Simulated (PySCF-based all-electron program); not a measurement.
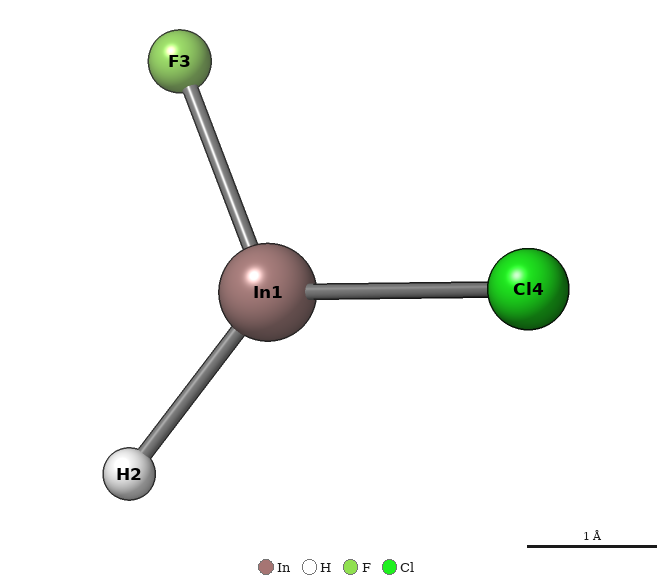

Figure made from data computed with PySCF-based all-electron program.

Atoms carry their numbers in the input. Geometry: a fixed input geometry, not necessarily a minimum.

Which atoms are bonded, and how long are the bonds?

```
   bond  length (Å)
 In1–H2       1.793
 In1–F3       2.058
In1–Cl4       2.383
```
